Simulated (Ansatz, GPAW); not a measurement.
# GaO (model structure): optical spectrum from first principles, part 2 of 2

Aim: the dielectric function of GaO (model structure), and the optical constants that follow from it. The cell was made here by substitution or stacking, whether or not such a phase is known. It was built so: All S replaced by O in the R-3m structure of GaS. The cell is first relaxed with Ansatz.

GPAW 26.7.0; DFT, LDA, plane-wave PAW (GPAW data sets), scalar-relativistic, RPA, optical limit.

So far: The starting structure; Relaxation.

**3. Ground state**

The self-consistent density comes first; it also tells whether there is a gap, which decides the occupations and the need for a Drude term.

This step: DFT, LDA, plane-wave PAW (GPAW data sets), scalar-relativistic, ground state (GPAW 26.7.0).

Contents of gs.py:

```python
from ase import Atoms
from ase.dft.bandgap import bandgap
from gpaw import GPAW, PW, FermiDirac

atoms = Atoms(['Ga', 'Ga', 'O', 'O'],
              cell=[[1.53017598, 0.88344751, 6.06866107],
                    [-1.53017598, 0.88344751, 6.06866107],
                    [0.00000000, -1.76689503, 6.06866107]],
              scaled_positions=[[0.06731633, 0.06731633, 0.06731633],
                                [0.93268367, 0.93268367, 0.93268367],
                                [0.77193253, 0.77193253, 0.77193253],
                                [0.22806747, 0.22806747, 0.22806747]],
              pbc=[True, True, True])
atoms.calc = GPAW(mode=PW(400), xc='LDA', kpts={'size': (8, 8, 8), 'gamma': True},
                  occupations=FermiDirac(0.05), maxiter=150, txt='gs.txt')
print('energy (eV)', atoms.get_potential_energy())
print('Fermi level (eV)', atoms.calc.get_fermi_level())
print('valence electrons', atoms.calc.get_number_of_electrons())
print('gap (eV)', bandgap(atoms.calc, output=None)[0])
print('direct gap (eV)', bandgap(atoms.calc, direct=True, output=None)[0])
atoms.calc.write('gs.gpw')
```

On the command line:

```bash
OMP_NUM_THREADS=1 python gs.py
```

Numbers of over 12 decimals in the logs are rounded to 6 here.

The log of the run:

```text
__  _  _
 | _ |_)|_||  |
 |__||  | ||/\| - 26.7.0

Versions:
  Python: 3.12.14
  ASE:    3.29.0
  Numpy:  2.5.5
  Scipy:  1.18.1
  Libxc:  7.0.0

Input parameters:
  mode=PW(ecut=400.0),
  kpts=MonkhorstPack(size=(8, 8, 8), gamma=True),
  maxiter=150,
  occupations=Occupations(name='fermi-dirac', width=0.05, fixmagmom=False),
  xc=XC(name='LDA')

Diagonalizing LCAO Hamiltonian
Converting LCAO to pw mode

       Ga

       O

       O

       Ga

Atoms  # Å, Bohr magnetons
|   | symbol |         x |         y |         z |    initial magnetic moments |
| 0 |     Ga | -0.000000 | -0.000000 |  1.225560 | ( 0.0000,  0.0000,  0.0000) |
| 1 |     Ga | -0.000000 | -0.000000 | 16.980423 | ( 0.0000,  0.0000,  0.0000) |
| 2 |      O |  0.000000 | -0.000000 | 14.053791 | ( 0.0000,  0.0000,  0.0000) |
| 3 |      O |  0.000000 | -0.000000 |  4.152193 | ( 0.0000,  0.0000,  0.0000) |

Unit cell  # Å
| periodic |         x |         y |        z |  lengths |    angles |
|      yes |  1.530176 |  0.883448 | 6.068661 | 6.320646 | 28.020055 |
|      yes | -1.530176 |  0.883448 | 6.068661 | 6.320646 | 28.020055 |
|      yes |  0.000000 | -1.766895 | 6.068661 | 6.320646 | 28.020055 |

Number of symmetries: 4
Symmetry operations  # r_c * U_cc + t_c -> r_c
|   | kind |            matrix            |
| 0 |  E   |  1, 0, 0,  0, 1, 0,  0, 0, 1 |
| 1 |  σ   |  0, 1, 0,  1, 0, 0,  0, 0, 1 |
| 2 |  C2  |  0,-1, 0, -1, 0, 0,  0, 0,-1 |
| 3 |  i   | -1, 0, 0,  0,-1, 0,  0, 0,-1 |

BZ-sampling:
  Number of BZ points: 512
  Number of IBZ points: 150

  Monkhorst-Pack size: [8, 8, 8]
  Monkhorst-Pack shift: [0.0625, 0.0625, 0.0625]

K-points  # in reciprocal-cell coordinates
|     |                                coordinates |     weight |
|   0 | (  0.00000000,   0.00000000,   0.00000000) | 0.00195312 |
|   1 | (  0.00000000,   0.00000000,   0.12500000) | 0.00390625 |
|   2 | (  0.00000000,   0.00000000,   0.25000000) | 0.00390625 |
|   3 | (  0.00000000,   0.00000000,   0.37500000) | 0.00390625 |
|   4 | (  0.00000000,   0.00000000,   0.50000000) | 0.00195312 |
|   5 | (  0.12500000,  -0.12500000,   0.00000000) | 0.00390625 |
|   6 | (  0.12500000,  -0.12500000,   0.12500000) | 0.00781250 |
|   7 | (  0.12500000,  -0.12500000,   0.25000000) | 0.00781250 |
|   8 | (  0.12500000,  -0.12500000,   0.37500000) | 0.00781250 |
|   9 | (  0.12500000,  -0.12500000,   0.50000000) | 0.00390625 |
| ... |                                            |            |
| 149 | (  0.50000000,   0.50000000,   0.50000000) | 0.00195312 |

Plane wave coefficients: 908
Cutoff: 400.0 eV

Spin-components: 1 (collinear spins)
Bands:           15
Projectors:      20
Spin-degeneracy: 2
Datatype:        complex128

Parallelization:
  kpt:    1
  domain: 1
  band:   1

Density:
  Valence electrons: 18.0
  Components: 1
  Grid points: [30 30 30]
  Charge: 0.0  # |e|

Potential:
  Grid points: [30 30 30]

species:
  Ga:
    name:    Gallium
    id:
    Z:       31.0
    valence: 3
    core:    28
    charge:  0.0  # [|e|]
    compensation charges:
      type: gauss
      rc: 0.37  # [Å]
      lmax: 2
    cutoffs:
      filter: 2.06  # [Å]
      core: 4.17  # [Å]
    projectors
    | kind |    occ | energy [eV] | rcut [Å] |
    |   4s |  2.000 |      -9.167 |    1.164 |
    |   4p |  1.000 |      -2.734 |    1.164 |
    |    s |        |      18.045 |    1.164 |
    |    p |        |      24.478 |    1.164 |
    |    d |        |       0.000 |    1.164 |

    Using partial waves for Ga as LCAO basis

  O:
    name:    Oxygen
    id:
    Z:       8.0
    valence: 6
    core:    2
    charge:  0.0  # [|e|]
    compensation charges:
      type: gauss
      rc: 0.21  # [Å]
      lmax: 2
    cutoffs:
      filter: 1.17  # [Å]
      core: 0.83  # [Å]
    projectors
    | kind |    occ | energy [eV] | rcut [Å] |
    |   2s |  2.000 |     -23.752 |    0.688 |
    |   2p |  4.000 |      -9.195 |    0.598 |
    |    s |        |       3.459 |    0.688 |
    |    p |        |      18.016 |    0.598 |
    |    d |        |       0.000 |    0.619 |

    Using partial waves for O as LCAO basis

Reference energy: -109671.928342  # eV

eigensolver:
  PPCG
  Converge bands: occupied
  niter=2

density mixing:
  MSR1-Mixer
  Pratt-step length: 0.05
  Maximum mixing coefficient: 0.75
  Old densities: 10
  SVD Regularization: 0.005
  Good broyden scale: 1.0
  Trust region scale: 1.0
  Backstep threshold: 4.0
  History deletion threshold: 6.0
  Fourier metric: weight=20.0, sigma=0.015

occupation numbers:
  Fermi-Dirac:
    width: 0.0500  # eV

poisson solver:
  ecut: 3200.0  # eV

xc functional:
  name: None

convergence criteria:
- Maximum [total energy] change in last 3 cyles: 0.0005 eV / valence electron
- Maximum integral of absolute [dens]ity change: 0.0001 electrons / valence electron
- Maximum integral of absolute [eigenst]ate change: 4e-08 eV^2 / valence electron
maximum number of iterations: 150

SCF iterations
|iter     |      energy | eigst |  dens |
|iter:   1||  -23.155925 | -0.16 |       |
|iter:   2||  -22.604468 | -1.86 | -0.74 |
|iter:   3||  -21.158089 | -0.88 | -0.79 |
|iter:   4||  -21.095376 | -2.74 | -1.28 |
|iter:   5||  -21.075707 | -2.96 | -1.58 |
|iter:   6||  -21.075641 | -4.62 | -2.61 |
|iter:   7||  -21.075651c| -5.92 | -3.02 |
|iter:   8||  -21.075651c| -7.42c| -3.95 |
|iter:   9||  -21.075651c| -8.03c| -4.61c|

Converged in 9 steps
SCF loop duration: 83.318 s (9.258 s/step)
Energy contributions relative to reference atoms: (reference = -109671.928342)

Energy contributions:
  Kinetic:          45.826767
  Coulomb:         -35.992166
  Zero:             -0.035185
  External:          0.000000
  Xc:              -30.875064
  Entropy:          -0.000005
  Spinorbit:         0.000000
  ----------------------------
  Free energy:     -21.075653
  Extrapolated:    -21.075651

dipole moment: (-0.000000, 0.000000, -0.000265)  # |e|*Ang

Fermi level: 5.678
Eigenvalues  # (at kpt = [0.000, 0.000, 0.000])
| band index |      eig [eV] | occ [0-2] |
|          0 |       -14.411 |     2.000 |
|          1 |       -13.780 |     2.000 |
|          2 |        -2.300 |     2.000 |
|          3 |         1.845 |     2.000 |
|          4 |         2.454 |     2.000 |
|          5 |         2.454 |     2.000 |
|          6 |         2.672 |     2.000 |
|          7 |         2.672 |     2.000 |
|          8 |         3.218 |     2.000 |
|          9 |         7.500 |     0.000 |
|         10 |         9.662 |     0.000 |
|         11 |        14.584 |     0.000 |
|         12 |        15.185 |     0.000 |
|         13 |        15.185 |     0.000 |
|         14 |        17.325 |     0.000 |

Gap: 0.705 eV
Transition (v -> c):
  (s=0, k=149, n=8, [0.50, 0.50, 0.50]) -> (s=0, k=149, n=9, [0.50, 0.50, 0.50])
No difference between direct/indirect transitions

--- standard output ---
energy (eV) -21.075651
Fermi level (eV) 5.678142
valence electrons 18.0
gap (eV) 0.705185
direct gap (eV) 0.705185
```

Wall time 90 s (1 thread of Arm Neoverse V2, shared host); peak memory 0.2 GiB.

Numbers from this step:

```
energy                 : -21.08 eV
Fermi energy           : 5.678 eV
gap on the k-mesh      : 0.7052 eV
direct gap on the mesh : 0.7052 eV
electrons              : 18
```

There is a gap, 0.71 eV on this mesh (points off the mesh can give less), so no carriers' term is needed.

**4. Bands for the response**

The response needs many more empty bands than the density does.

This step: DFT, LDA, plane-wave PAW (GPAW data sets), scalar-relativistic, bands at fixed density (GPAW 26.7.0).

Contents of nscf.py:

```python
from ase.dft.bandgap import bandgap
from gpaw import GPAW, FermiDirac

calc = GPAW('gs.gpw').fixed_density(kpts={'size': (10, 10, 10), 'gamma': True}, nbands=41, convergence={'bands': 35},
                                    occupations=FermiDirac(0.001), txt='nscf.txt')
print('gap (eV)', bandgap(calc, output=None)[0])
print('direct gap (eV)', bandgap(calc, direct=True, output=None)[0])
print('top band over the Fermi level (eV)', min(calc.get_eigenvalues(kpt=k)[34] for k in range(len(calc.get_ibz_k_points()))) - calc.get_fermi_level())
calc.write('full.gpw', mode='all')
```

On the command line:

```bash
OMP_NUM_THREADS=1 python nscf.py
```

The log of the run:

```text
Diagonalizing LCAO Hamiltonian
Converting LCAO to pw mode
convergence criteria:
- Maximum integral of absolute [eigenst]ate change: 4e-08 eV^2 / valence electron
maximum number of iterations: 150

SCF iterations
|iter     |      energy | eigst |  dens |
|iter:   1||             | +3.24 |       |
|iter:   2||             | +1.69 |       |
|iter:   3||             | +0.55 |       |
|iter:   4||             | -0.63 |       |
|iter:   5||             | -1.77 |       |
|iter:   6||             | -2.92 |       |
|iter:   7||             | -4.02 |       |
|iter:   8||             | -5.14 |       |
|iter:   9||             | -6.25 |       |
|iter:  10||             | -7.15 |       |
|iter:  11||             | -7.71c|       |
SCF steps: 11
  __  _  _
 | _ |_)|_||  |
 |__||  | ||/\| - 26.7.0

Versions:
  Python: 3.12.14
  ASE:    3.29.0
  Numpy:  2.5.5
  Scipy:  1.18.1
  Libxc:  7.0.0

Input parameters:
  mode=PW(ecut=400.0),
  convergence={'bands': 35},
  gpts=array([30, 30, 30]),
  kpts=MonkhorstPack(size=(10, 10, 10), gamma=True),
  maxiter=150,
  nbands=41,
  occupations=Occupations(name='fermi-dirac', width=0.001, fixmagmom=False),
  parallel={},
  xc=XC(name='LDA')

--- standard output ---
gap (eV) 0.705185
direct gap (eV) 0.705185
top band over the Fermi level (eV) 27.558533
```

Run time: 8 min. Hardware: 1 thread; peak memory 0.4 GiB.

**5. Dielectric function, RPA**

Transitions between filled and empty bands, summed over the zone, give the optical response, so mesh, band count and broadening shape it.

The induced potential is part of this response.

This step: DFT, LDA, plane-wave PAW (GPAW data sets), scalar-relativistic, RPA, optical limit (GPAW 26.7.0).

Contents of df.py:

```python
from gpaw.response.df import DielectricFunction

df = DielectricFunction('full.gpw', frequencies={'type': 'nonlinear', 'domega0': 0.03, 'omega2': 8},
                        ecut=50,
                        eta=0.2,
                        nbands=35,
                        txt='df.txt')
for direction in ['x', 'z']:
    df.get_dielectric_function(xc='RPA', direction=direction, filename=f'df_{direction}.csv')
```

On the command line:

```bash
OMP_NUM_THREADS=1 python df.py
```

The log of the run:

```text
Using integrator: PointIntegrator
NonLinearFrequencyDescriptor(from 0.000 to 50.231 eV, 466 points)
Nonperiodic BCs:  [False False False]
Using integrator: PointIntegrator
NonLinearFrequencyDescriptor(from 0.000 to 50.231 eV, 466 points)
Nonperiodic BCs:  [False False False]

Calculating chi0 body with:
    Ground state adapter containing:
    Number of spins: 1
    Number of kpoints: 1000
    Number of irreducible kpoints: 282
    Number of completely occupied states: 9
    Number of partially occupied states: 9

    Linear response parametrization:
    q_c: [0.0, 0.0, 0.0]
    Number of frequency points: 466
    Planewave cutoff: 50.0
    Number of bands: 35
    Number of planewaves: 37
    Broadening (eta): 0.2

Integrating chi0 body.

Symmetries of q_c:
    Direct symmetries (Uq -> q): 4
    Indirect symmetries (TUq -> q): 0
In total 4 allowed symmetries.

282 groups of equivalent kpoints. 71.8% reduction.

Integral kind: spectral function

Calculating chi0 optical extensions with:
    Ground state adapter containing:
    Number of spins: 1
    Number of kpoints: 1000
    Number of irreducible kpoints: 282
    Number of completely occupied states: 9
    Number of partially occupied states: 9

    Linear response parametrization:
    Number of frequency points: 466
    Planewave cutoff: 50.0
    Number of bands: 35
    Number of planewaves: 37
    Broadening (eta): 0.2
Integrating chi0 head and wings.

Symmetries of q_c:
    Direct symmetries (Uq -> q): 4
    Indirect symmetries (TUq -> q): 0
In total 4 allowed symmetries.

282 groups of equivalent kpoints. 71.8% reduction.

Integral kind: spectral function wings
```

It took 84 s on 1 thread; peak memory 0.26 GiB.

This step gave:

- electronic dielectric constant ε∞, mean over x, y and z (by symmetry where fewer were run): 5.756

The Im ε has structure finer than the step of the table below, so its rows give means over 1 eV, whole bins alone (the curve runs from 0 to 19.9 eV). Peaks (eV: height): E ∥ x 4.1: 5.35, 7.0: 4.38, 9.0: 4.28, 10.2: 4.73; E ∥ z 0.7: 2.23, 1.6: 3.65, 2.7: 2.13, 4.2: 2.32, 5.7: 4.03, 7.4: 4.86, 11.9: 5.21.

Sum at mesh points, not converged in k; values under the direct gap are tails of Lorentzian lines. Im ε against photon energy; means over each step:

```
photon energy (eV)   E ∥ x  E ∥ z
                 1  0.0944   1.83
                 2   0.365   2.00
                 3    1.91   1.80
                 4    4.81   1.91
                 5    3.90   2.22
                 6    3.97   3.49
                 7    4.19   3.76
                 8    3.87   2.84
                 9    3.97   2.03
                10    4.28   2.96
                11    3.27   4.05
                12    2.21   4.58
                13    2.03   2.40
                14    2.10   1.45
                15    1.83   1.33
                16    1.21  0.730
                17    1.03  0.745
                18   0.948  0.554
                19   0.654  0.547
```

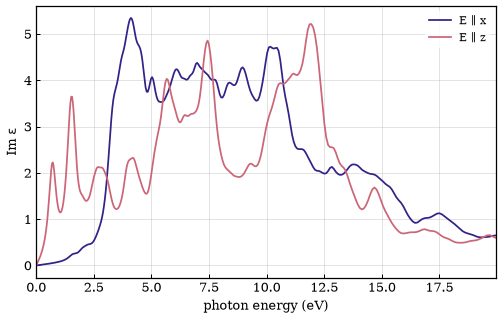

Im ε against photon energy.

The reflectivity at normal incidence has structure finer than the step of the table below, so its rows give means over 1 eV, whole bins alone (the curve runs from 0 to 19.9 eV). Peaks (eV: height): E ∥ x 4.0: 25.5, 7.0: 21.6, 9.0: 23.0, 10.7: 32.9, 16.0: 30.0, 18.4: 24.6; E ∥ z 0.6: 20.9, 1.5: 21.4, 5.6: 20.6, 7.6: 24.9, 12.4: 40.1, 15.3: 34.4.

Sum at mesh points, not converged in k. Reflectivity at normal incidence against photon energy; means over each step:

```
photon energy (eV)  E ∥ x (%)  E ∥ z (%)
                 1       16.3       19.1
                 2       18.0       14.8
                 3       22.8       13.6
                 4       24.6       14.7
                 5       19.8       16.1
                 6       20.1       18.2
                 7       20.9       19.2
                 8       20.1       16.9
                 9       21.6       10.7
                10       24.1       15.6
                11       30.6       21.3
                12       23.4       32.3
                13       18.9       35.1
                14       20.8       30.6
                15       24.7       30.4
                16       28.2       25.1
                17       19.0       16.4
                18       23.0       13.7
                19       20.4       6.92
```

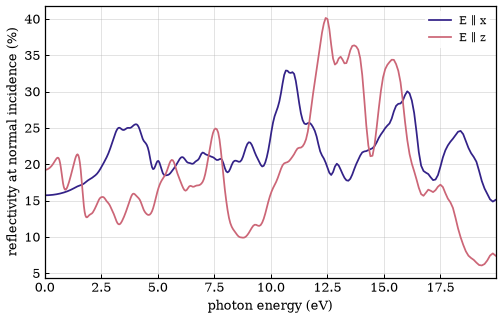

Reflectivity at normal incidence against photon energy.

The Im ε, E ∥ x has structure finer than the step of the table below, so its rows give means over 2 eV, whole bins alone (the curve runs from 0 to 19.9 eV). Peaks (eV: height): without local fields 4.0: 5.99, 10.1: 5.27; with local fields 4.1: 5.35, 7.0: 4.38, 9.0: 4.28, 10.2: 4.73.

Sum at mesh points, not converged in k; values under the direct gap are tails of Lorentzian lines. The Im ε, E ∥ x by photon energy; means over each step:

```
photon energy (eV)  without local fields  with local fields
                 2                 0.528              0.439
                 4                  4.79               4.16
                 6                  4.04               3.95
                 8                  4.38               4.01
                10                  4.46               4.08
                12                  2.43               2.29
                14                  2.14               2.03
                16                  1.22               1.28
                18                 0.834              0.916
```

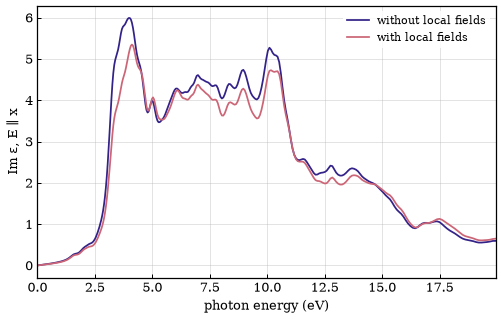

Im ε, E ∥ x, plotted against photon energy.

The loss function −Im 1/ε at q → 0 has structure finer than the step of the table below, so its rows give means over 1 eV, whole bins alone (the curve runs from 0 to 19.9 eV). Peaks (eV: height): E ∥ x 19.3: 1.64; E ∥ z 18.2: 1.77.

Sum at mesh points, not converged in k; values under the direct gap are tails of Lorentzian lines. Table of loss function −Im 1/ε at q → 0 by energy loss; means over each step:

| energy loss (eV) | E ∥ x | E ∥ z |
| --- | --- | --- |
| 1 | 0.00300 | 0.0456 |
| 2 | 0.00960 | 0.0899 |
| 3 | 0.0290 | 0.0943 |
| 4 | 0.0905 | 0.0882 |
| 5 | 0.139 | 0.0843 |
| 6 | 0.142 | 0.149 |
| 7 | 0.170 | 0.160 |
| 8 | 0.203 | 0.309 |
| 9 | 0.220 | 0.236 |
| 10 | 0.216 | 0.174 |
| 11 | 0.304 | 0.206 |
| 12 | 0.451 | 0.204 |
| 13 | 0.492 | 0.347 |
| 14 | 0.475 | 0.587 |
| 15 | 0.526 | 0.636 |
| 16 | 0.743 | 1.25 |
| 17 | 0.963 | 1.34 |
| 18 | 1.02 | 1.66 |
| 19 | 1.51 | 1.22 |

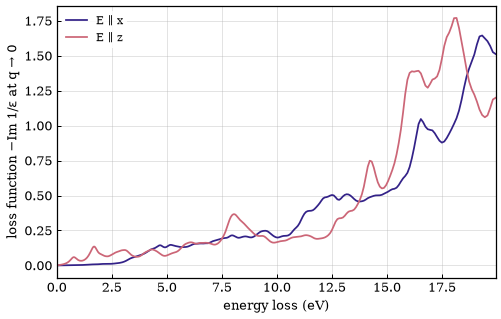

Loss function −Im 1/ε at q → 0, plotted against energy loss.

At chosen wavelengths:

```csv
wavelength (nm),n x,k x,R (%) x,1/α x,n z,k z,R (%) z,1/α z
1550,2.34,0.013,16.1,9.7 µm,2.36,0.410,17.6,301 nm
1064,2.37,0.022,16.5,3.8 µm,2.48,0.266,18.5,318 nm
800,2.41,0.049,17.1,1.3 µm,2.33,0.784,20.3,81 nm
633,2.46,0.072,17.9,697 nm,2.03,0.381,12.9,132 nm
450,2.69,0.157,21.1,228 nm,2.10,0.504,14.9,71 nm
405,2.86,0.321,23.7,100 nm,1.98,0.481,13.1,67 nm
365,2.81,0.661,24.8,44 nm,2.00,0.313,12.1,93 nm
```

Below the direct gap, k and the depth come from the tails of the Lorentzian lines, not from transitions.

Rows near the edge hang on the gap, which this functional as a rule makes too small, and phonon-assisted absorption is left out.

**6. Outcome**

* electronic dielectric constant ε∞, mean over x, y and z (by symmetry where fewer were run) (RPA): 5.76

In words: At this level (LDA, RPA) GaO has a mean ε∞ = 5.76 and n = 2.34 at 1550 nm (E ∥ x). The cell shrank by 9.3 % in volume. On the mesh the gap is 0.71 eV and the least direct gap 0.71 eV. Local fields change the static value along x from 5.76 to 5.35 (-7 %). The static values by axis are 5.35 (x), 6.56 (z). Excitons and phonon-assisted transitions are missing; LDA gaps are as a rule too small, which pulls the onset down and ε∞ up. In this version of GPAW the matrix elements of the optical limit are incomplete, which can lower ε − 1 by up to a tenth where first-row anions or d states rule, and shift it by more in d metals. The sum runs over mesh points 0.24 Å⁻¹ apart with no interpolation, so peaks are partly noise of the mesh; over so small a direct gap single mesh points weigh heavily, so ε∞, n and their changes from run to run can be far off.

[Machine, clock and banner lines and Python warnings are left out of the logs.]

[Logs are printed without paths, hosts, clocks, repeated set-up lines and the standing remarks that a program may print on its own settings, such as how far it seeks lower states.]

[Hosts, paths, dates, database ids (printed as entryN), source tags and the programs' standing remarks are cut or masked in the printed files.]
